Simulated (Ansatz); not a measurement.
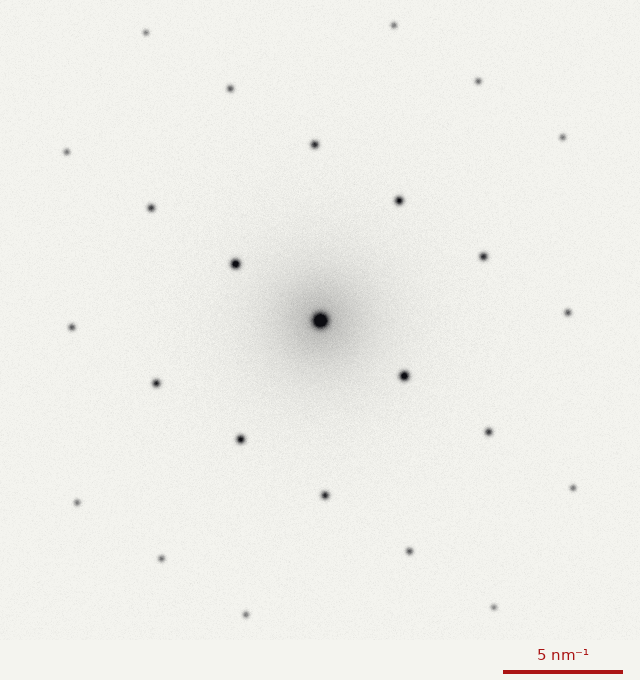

The pattern is a kinematic simulation for 200 kV electrons (no multiple scattering; isotropic B = 0.8 Å²).

Phase: Ta, space group Im-3m (No. 229), a = 3.31 Å. Structure: the input geometry of an electronic-structure calculation (not necessarily at equilibrium).

Determine the zone axis from the geometry of the pattern.

Answer. The spots form a rectangular net whose two shortest vectors correspond to d = 2.34 Å and 1.66 Å, 90.0° apart. They index as 1 -1 0 and 0 0 2, so the zone axis is ±[110] (or an equivalent direction of <110>).

Which reflections of this zone are missing, and why?

Answer. The lattice centring (I) removes all reflections that break h + k + l = 2n.
